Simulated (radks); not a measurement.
# Exchange and kinetic functionals tested on atomic densities: Si³⁺, As, Be³⁺, Zn²⁺, Hg, Ge⁴⁺

Aim: take each self-consistent density and evaluate many functionals on it, against the exact exchange and kinetic energies of the same orbitals. Every spin shell is full or empty, so the densities are truly spherical.

Program: radks (a radial shooting solver on a logarithmic mesh, Libxc functionals) version 1. Level of theory: non-relativistic Kohn-Sham, exchange-only B88, spin-polarised, spherical densities, point nucleus; open shells are filled with parallel spins first. These are calculated values, not measurements, unless marked.

### Step 1. Starting point

| Item | Value |
| --- | --- |
| species | Si³⁺ ([Ne] 3s1), As ([Ar] 3d10 4s2 4p3), Be³⁺ (1s1), Zn²⁺ ([Ar] 3d10), Hg ([Hg]), Ge⁴⁺ ([Ar] 3d10) |

In the logs a row gives level, spin channel, occupation and eigenvalue; Etot, Ekin, Encl (electron-nucleus), Eh (Hartree) and Exc are energies, all in hartree; err is the last residual, it the number of iterations.

### Step 2. Si³⁺, [Ne] 3s1

Settings of this run:

```text
Z 14
configuration [Ne] 3s1
relativity non-relativistic
functional b88,
spin polarised
nucleus point
```

Output:

```text
1s      1   1.0000         -66.84106399
2s      1   1.0000          -6.38896079
2p      1   3.0000          -4.80885029
3s      1   1.0000          -1.46795680
1s      2   1.0000         -66.83445753
2s      2   1.0000          -6.37742149
2p      2   3.0000          -4.79681233
3s      2   0.0000          -1.33215004
Etot -286.81576538198414
Ekin 286.81576538020147
Encl -669.8520188610713
Eh 115.69882286619057
Exc -19.47833476730483
err 9.158705654837036e-10
it 15
```

Highest occupied level: 3s up at -39.945 eV. Exact exchange of these orbitals: -19.4750 hartree.

Sizes of the orbitals, from the radial functions (bohr):

```tsv
level	occupation	energy (eV)	<r>	outermost maximum (interpolated)	90 % within	nodes
1s up	1	-1818.8	0.1116	0.0730	0.199	0
1s down	1	-1818.7	0.1116	0.0730	0.199	0
2s up	1	-173.85	0.5689	0.455	0.896	1
2s down	1	-173.54	0.5678	0.455	0.894	1
2p up	3	-130.86	0.5356	0.387	0.900	0
2p down	3	-130.53	0.5338	0.387	0.896	0
3s up	1	-39.945	1.848	1.64	2.73	2
```

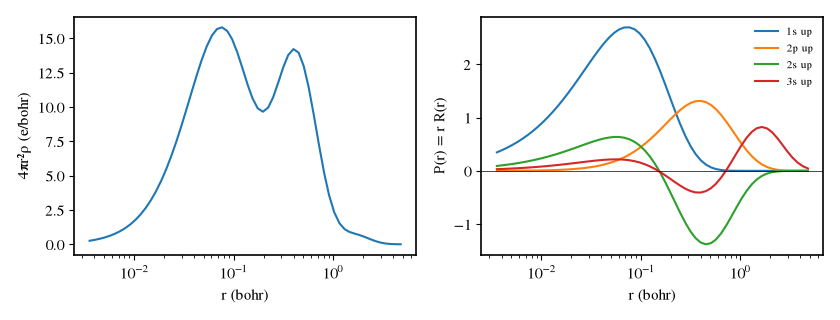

Radial density (left) and radial functions of outer levels (right).

### Step 3. As, [Ar] 3d10 4s2 4p3

Settings of this run:

```text
Z 33
configuration [Ar] 3d10 4s2 4p3
relativity non-relativistic
functional b88,
spin polarised
nucleus point
```

Output:

```text
1s      1   1.0000        -424.13240858
2s      1   1.0000         -53.13424610
2p      1   3.0000         -47.52070126
3s      1   1.0000          -6.69978095
3p      1   3.0000          -4.80575910
3d      1   5.0000          -1.48454269
4s      1   1.0000          -0.51921327
4p      1   3.0000          -0.19747488
1s      2   1.0000        -424.12836465
2s      2   1.0000         -53.13278209
2p      2   3.0000         -47.51735936
3s      2   1.0000          -6.69448333
3p      2   3.0000          -4.79945636
3d      2   5.0000          -1.47384625
4s      2   1.0000          -0.41454149
4p      2   0.0000          -0.09244677
Etot -2234.3657204159153
Ekin 2234.3657203577573
Encl -5347.912386907003
Eh 960.6948921543664
Exc -81.51394602103639
err 1.0307763030551977e-09
it 15
```

The top filled level is 4p up, -5.374 eV. Exact exchange of these orbitals: -81.3525 hartree.

### Step 4. Be³⁺, 1s1

Settings of this run:

```text
Z 4
configuration 1s1
relativity non-relativistic
functional b88,
spin polarised
nucleus point
```

Output:

```text
1s      1   1.0000          -7.07470111
Etot -7.989625377927615
Ekin 7.989625377927488
Encl -15.989005700641085
Eh 1.245191929083611
Exc -1.2354369842976285
err 1.4258423999199894e-11
it 13
```

1s up is the highest filled level (-192.51 eV). Exact exchange of these orbitals: -1.24519 hartree.

### Step 5. Zn²⁺, [Ar] 3d10

Settings of this run:

```text
Z 30
configuration [Ar] 3d10
relativity non-relativistic
functional b88,
spin polarised
nucleus point
```

Output:

```text
1s      1   1.0000        -346.45803502
2s      1   1.0000         -42.32313025
2p      1   3.0000         -37.39657796
3s      1   1.0000          -5.30597015
3p      1   3.0000          -3.74225435
3d      1   5.0000          -1.10106373
1s      2   1.0000        -346.45803502
2s      2   1.0000         -42.32313025
2p      2   3.0000         -37.39657796
3s      2   1.0000          -5.30597015
3p      2   3.0000          -3.74225435
3d      2   5.0000          -1.10106373
Etot -1777.147599105938
Ekin 1777.1475990696276
Encl -4236.834153934237
Eh 751.8830322211404
Exc -69.3440764624689
err 3.9295884519928283e-10
it 16
```

Highest occupied level: 3d at -29.961 eV. Exact exchange of these orbitals: -69.1175 hartree.

### Step 6. Hg, [Hg]

Settings of this run:

```text
Z 80
configuration [Hg]
relativity non-relativistic
functional b88,
spin polarised
nucleus point
```

Output:

```text
1s      1   1.0000       -2757.13728881
2s      1   1.0000        -461.52925647
2p      1   3.0000        -443.97872836
3s      1   1.0000        -108.61656283
3p      1   3.0000        -100.31299362
3d      1   5.0000         -84.81114262
4s      1   1.0000         -23.21462764
4p      1   3.0000         -19.61184804
4d      1   5.0000         -12.97709202
4f      1   7.0000          -4.05258077
5s      1   1.0000          -3.37807985
5p      1   3.0000          -2.21587597
5d      1   5.0000          -0.40781288
6s      1   1.0000          -0.17000379
1s      2   1.0000       -2757.13728881
2s      2   1.0000        -461.52925647
2p      2   3.0000        -443.97872836
3s      2   1.0000        -108.61656283
3p      2   3.0000        -100.31299362
3d      2   5.0000         -84.81114262
4s      2   1.0000         -23.21462764
4p      2   3.0000         -19.61184804
4d      2   5.0000         -12.97709202
4f      2   7.0000          -4.05258077
5s      2   1.0000          -3.37807985
5p      2   3.0000          -2.21587597
5d      2   5.0000          -0.40781288
6s      2   1.0000          -0.17000379
Etot -18409.24576976323
Ekin 18409.24576786236
Encl -43846.1819578975
Eh 7373.0146028003455
Exc -345.3241825284401
err 2.619212130788922e-09
it 15
```

6s is the highest filled level (-4.626 eV). Exact exchange of these orbitals: -345.000 hartree.

### Step 7. Ge⁴⁺, [Ar] 3d10

Settings of this run:

```text
Z 32
configuration [Ar] 3d10
relativity non-relativistic
functional b88,
spin polarised
nucleus point
```

Output:

```text
1s      1   1.0000        -398.89709764
2s      1   1.0000         -50.89422427
2p      1   3.0000         -45.51475977
3s      1   1.0000          -7.72343195
3p      1   3.0000          -5.94063355
3d      1   5.0000          -2.83648714
1s      2   1.0000        -398.89709764
2s      2   1.0000         -50.89422427
2p      2   3.0000         -45.51475977
3s      2   1.0000          -7.72343195
3p      2   3.0000          -5.94063355
3d      2   5.0000          -2.83648714
Etot -2071.828522760919
Ekin 2071.8285227216074
Encl -4909.86720105834
Eh 842.6314228106676
Exc -76.42126723485464
err 7.389400962731305e-10
it 16
```

The top filled level is 3d, -77.185 eV. Exact exchange of these orbitals: -76.3113 hartree.

### Step 8. What came out

```tsv
error in magnitude (%)	Si³⁺	As	Be³⁺	Zn²⁺	Hg	Ge⁴⁺
exchange, LDA	-8.43	-5.61	-14.18	-5.75	-3.77	-5.79
exchange, PBE	-0.56	-0.28	-1.99	-0.17	-0.31	-0.36
exchange, RPBE	+0.09	-0.01	-0.31	+0.15	-0.20	-0.05
exchange, PW91	-0.15	+0.15	-1.70	+0.27	+0.08	+0.08
exchange, PW86	+0.57	+0.23	-0.25	+0.40	-0.36	+0.16
exchange, B86b	+0.09	+0.21	-1.05	+0.34	+0.03	+0.14
exchange, revTPSS	-0.35	-0.66	+0.04	-0.50	-0.87	-0.68
exchange, SCAN	+0.30	+0.34	+0.05	+0.41	+0.08	+0.28
exchange, TASK	-2.77	-2.44	+0.05	-2.45	-1.81	-2.42
kinetic, Thomas-Fermi	-7.55	-6.09	-8.42	-6.36	-4.62	-6.19
kinetic, TF + vW/5	+5.22	+3.46	+11.58	+3.51	+2.46	+3.49
kinetic, LC94	+0.19	-0.02	+2.20	-0.12	+0.02	-0.06
kinetic, APBEK	+0.32	+0.06	+2.04	-0.03	+0.04	+0.03
kinetic, Pearson	-1.71	-1.16	-2.38	-1.31	-0.84	-1.22
kinetic, LKT	+32.72	+22.51	+62.51	+23.36	+15.90	+22.88
kinetic, PG1	+26.68	+17.80	+55.17	+18.51	+12.40	+18.12
kinetic, DePristo-Kress	+0.11	-0.12	+2.84	-0.20	-0.20	-0.15
kinetic, Ernzerhof	+0.30	-0.42	+6.59	-0.48	-0.48	-0.43
```

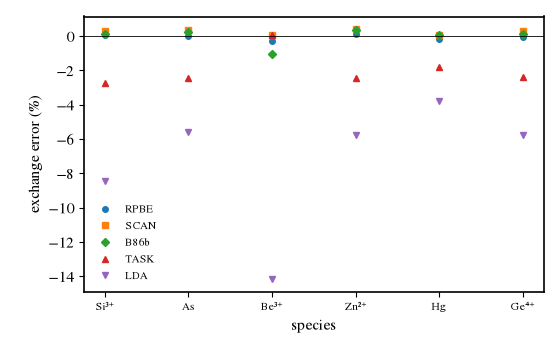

Error of five exchange functionals by species.

**Reading.** Negative means that the magnitude is too small. For exchange the mean absolute error is least for RPBE (0.13 %) and largest for LDA (7.26 %). Among the orbital-free kinetic functionals APBEK (0.42 %) does best and LKT (29.98 %) worst. The functionals are evaluated on one density each, not self-consistently.
